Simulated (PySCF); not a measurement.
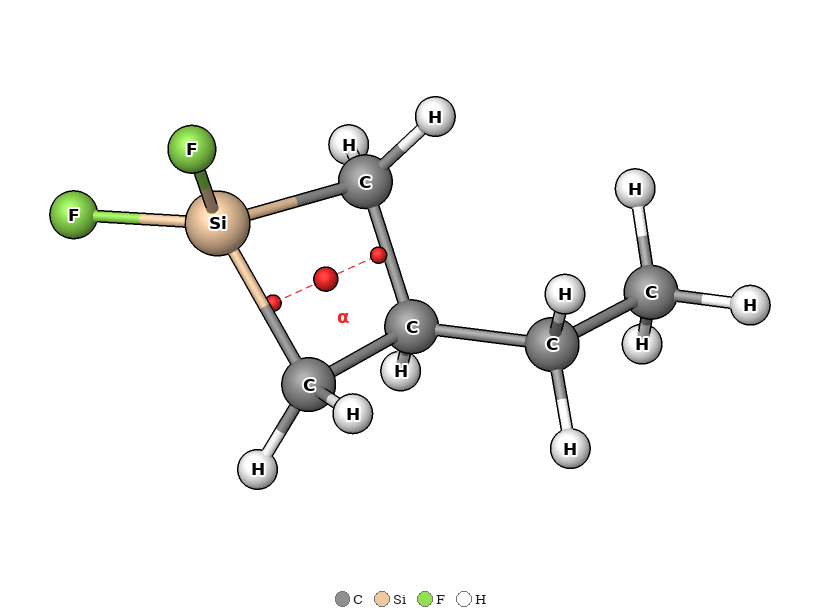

The small points mark where nucleus-independent chemical shifts (NICS) were computed: at the centre of each lettered ring and 1 Å above and below it. The computed structure is the end point of a GFN2-xTB optimisation. No frequency run is at hand to confirm it as a minimum. Method: GIAO PBE0/pcSseg-1 NMR shielding, non-relativistic, gas phase (PySCF 2.14.0).

Give NICS(0), NICS(1) and the out-of-plane component NICS(1)zz for each ring (means of the two sides).

```csv
ring,members,NICS(0),NICS(1),NICS(1)zz
α,C3Si,−2.4,−2.0,1.8
```

Values in ppm.

The geometry is semi-empirical. Around Si such bond lengths and angles can be off by a tenth of an ångström or more and by several degrees, and values that hang on the shape move with them.
